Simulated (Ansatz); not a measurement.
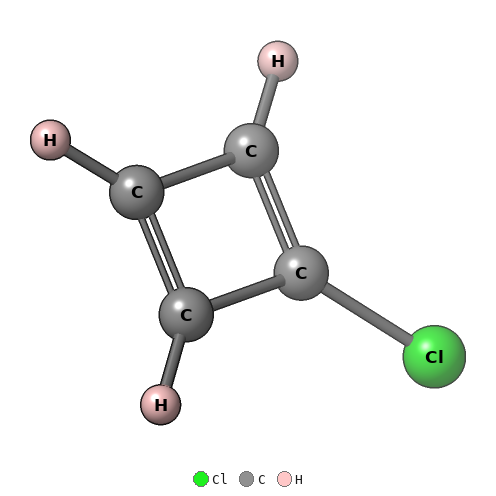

Orthographic view. Depth is shown by fading: the farther an atom, the more it takes the colour of the background. The computed structure is the end point of a PBE-D4/def2-SVP optimisation. No frequency run is at hand to confirm it as a minimum.

> Write the InChI string.

InChI=1S/C4H3Cl/c5-4-2-1-3-4/h1-3H
